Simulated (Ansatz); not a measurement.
# Profile along the Cd–Cd line in Cd (hcp, Mg type)

Cd (hcp, Mg type)

```cif
data_Cd2
_chemical_formula_sum 'Cd2'
_space_group_name_H-M_alt 'P 1'
_space_group_IT_number 1
_cell_length_a 2.94560
_cell_length_b 2.94560
_cell_length_c 5.60346
_cell_angle_alpha 90.000
_cell_angle_beta 90.000
_cell_angle_gamma 120.000
loop_
_space_group_symop_operation_xyz
  'x, y, z'
loop_
_atom_site_label
_atom_site_type_symbol
_atom_site_fract_x
_atom_site_fract_y
_atom_site_fract_z
_atom_site_occupancy
Cd1 Cd 0.33333 0.66667 0.75000 1
Cd2 Cd 0.66667 0.33333 0.25000 1
```

Fields along a shortest Cd–Cd line of a (1 -1 0 0) plane (2.95 Å), from Cd to Cd, interpolated on the slice's grid (step about 0.2 Å). Computed with PBEsol (plane waves to 420 eV, PAW, scalar-relativistic; Ansatz, an electronic-structure program). k mesh 18×18×9. These are valence fields of a PAW run, semicore shells included where kept as valence: close to a nucleus they are smooth pseudo fields. Cd was relaxed with its symmetry unable to fall. The PAW data are Ansatz's earlier set.

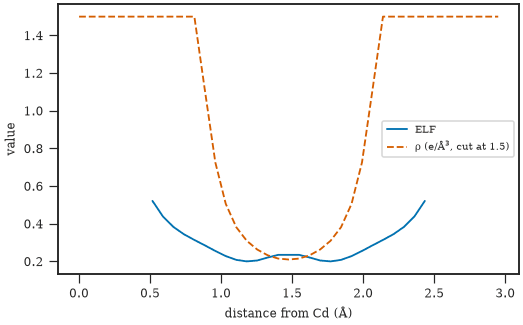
Figure: ELF (away from the nuclei) and valence density from Cd to Cd.

Density on the Cd–Cd line (2.95 Å) at its midpoint: 0.21 e/Å³. ELF at that point: 0.2.
